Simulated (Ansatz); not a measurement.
# A computed series for W: pressure series

The reference is W in the bcc (W type) structure (space group Im-3m, No. 229).

```
W
1.0
   -1.59183     1.59183     1.59183
    1.59183    -1.59183     1.59183
    1.59183     1.59183    -1.59183
W
1
Cartesian
  0.00000   0.00000   0.00000
```

Cell and atoms are relaxed at each pressure.

Method: PBE (Ansatz, a program for electronic structure, PAW, scalar-relativistic without spin-orbit coupling), earlier PAW set.

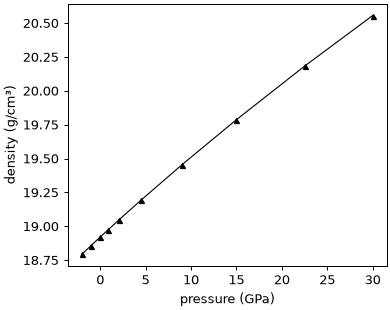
Figure: Density against pressure

Task: From the plot, what is the density for pressure 2.1 GPa?

Result: About 19.0 g/cm³.

Task: Is the trend monotonic over the range shown?

Result: Yes, it rises throughout, spanning 18.79 g/cm³ to 20.56 g/cm³.

Load acts through the strain it causes; cell and atoms are relaxed under it. Whether these cells are dynamically stable was not tested. No other phases were tried under pressure. The final runs are not spin-polarised.
